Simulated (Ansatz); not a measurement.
# Fields on a plane of Nb (bcc, W type)

```yaml
crystal:
  lattice:
    - [-1.65478, 1.65478, 1.65478]
    - [1.65478, -1.65478, 1.65478]
    - [1.65478, 1.65478, -1.65478]
  atoms:
    - { symbol: Nb, position: [0.00000, 0.00000, 0.00000] }
```

The slice is a {211} plane (indices of the conventional cell) through the point (0.000, 0.000, 0.000) (fractional), spanned by u = [111] and v = [1 0 -1] in vectors of this cell: u (2.87 Å) and v (4.68 Å, at 90° to u). It covers one period; positions are fractions (u, v).

Atoms on it: Nb at (0.00, 0.00).

Calculation: PBE (plane waves to 420 eV, PAW, scalar-relativistic; Ansatz, a quantum-chemistry and plane-wave program). k mesh 20×20×20. Inside the PAW spheres the values are not all-electron values, and peaks at nuclei hang on which shells count as valence. Nb is run without spin polarisation. Nb was relaxed with its symmetry unable to fall. The PAW data are Ansatz's earlier set.

```
v \ u  0.00  0.10  0.20  0.30  0.40  0.50  0.60  0.70  0.80  0.90
-----  ----  ----  ----  ----  ----  ----  ----  ----  ----  ----
0.88   0.75  0.73  0.55  0.24  0.23  0.34  0.23  0.24  0.55  0.73
0.75   0.21  0.20  0.22  0.32  0.45  0.51  0.45  0.32  0.22  0.20
0.62   0.45  0.43  0.39  0.36  0.35  0.34  0.35  0.36  0.39  0.43
0.50   0.36  0.33  0.28  0.26  0.25  0.25  0.25  0.26  0.28  0.33
0.38   0.45  0.43  0.39  0.36  0.35  0.34  0.35  0.36  0.39  0.43
0.25   0.21  0.20  0.22  0.32  0.45  0.51  0.45  0.32  0.22  0.20
0.12   0.75  0.73  0.55  0.24  0.23  0.34  0.23  0.24  0.55  0.73
0.00      x     x  0.76  0.54  0.22  0.25  0.22  0.54  0.76     x
```

Values: electron localisation function (ELF). Points within 0.5 Å of a nucleus are blanked (x), as the pseudised field means little there.

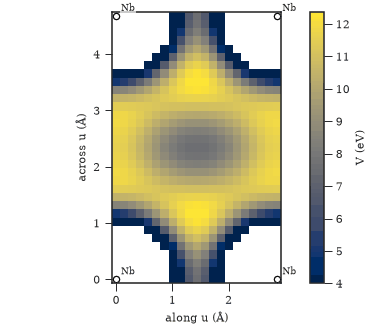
Figure: Electrostatic potential energy of an electron, from the cell's mean, in eV, one period of the plane, atoms marked. Points within 1 Å of a nucleus are left white, as the pseudised field means little there. Values under 4 eV are set to 4. The zero, the cell's mean, hangs on the PAW cores.

| Property | Value |
|---|---|
| Density on the Nb–Nb line (2.87 Å) at its midpoint | 0.28 e/Å³ |
| ELF at that point | 0.25 |
